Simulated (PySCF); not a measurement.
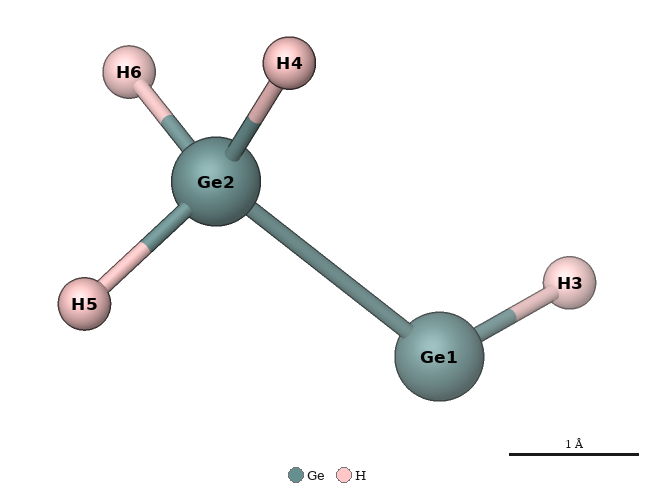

Orthographic view. Atoms fade into the background with distance from the viewer. The species is neutral and a spin triplet. The geometry was computed by an optimisation with PBE0-D3(BJ)/def2-SVP. No frequency run is at hand to confirm it as a minimum.

Write a Z-matrix (Å, degrees) in the order of the atom numbers, with these reference atoms: 2 to 1; 3 to 1, 2; 4 to 2, 1, 3; 5 to 2, 4, 1; 6 to 2, 5, 4.

```
Ge 
Ge   1   2.424
H    1   1.552   2   122.0
H    2   1.542   1   111.1   3   -76.2
H    2   1.537   4   109.3   1   118.1
H    2   1.542   5   109.8   4  -120.0
```

The spin state was imposed, and no run here compares it with a lower spin, which may lie lower.
